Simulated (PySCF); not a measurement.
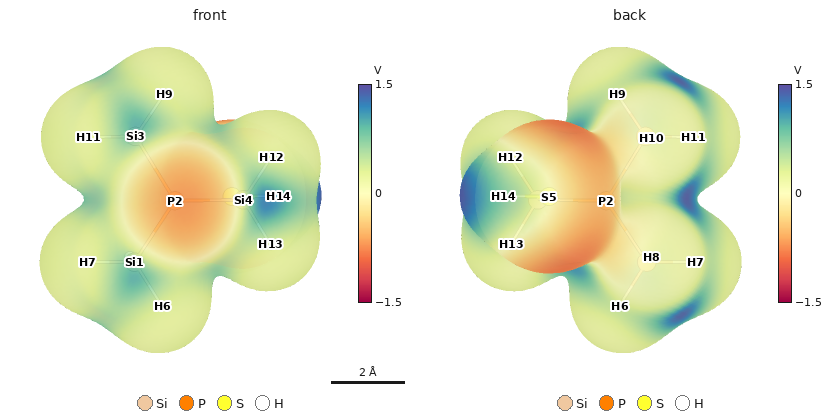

H₉PSSi₃ (SMILES [SiH3]P([SiH3])[SiH2]S). The molecular electrostatic potential painted on the density surface at 0.002 e/bohr³, seen from the front and from behind; the colour scale runs from red (negative) to blue (positive).

Geometry: GFN2-xTB.

These are results of CAM-B3LYP/def2-SVPD, SCF density, gas phase (PySCF), not measurements.

```tsv
atom	x (Å)	y (Å)	z (Å)
Si	-1.5126	-1.4882	-0.3403
P	-0.7560	0.1292	0.9957
Si	-0.8895	1.9255	-0.3190
Si	1.4184	-0.2673	1.0591
S	2.2948	-0.3995	-0.9068
H	-1.2939	-2.7404	0.3814
H	-2.9341	-1.2076	-0.5270
H	-0.8213	-1.5131	-1.6296
H	-0.2263	3.0054	0.4100
H	-0.2485	1.7150	-1.6172
H	-2.3181	2.1793	-0.4879
H	2.0929	0.8304	1.7444
H	1.6590	-1.5486	1.7161
H	3.5345	-0.6207	-0.5009
```

**Where is the surface potential most negative and most positive?**

The most negative region (about −0.8 V) lies over S5, the most positive (about +1.4 V) over Si1, Si3, Si4 and H14.
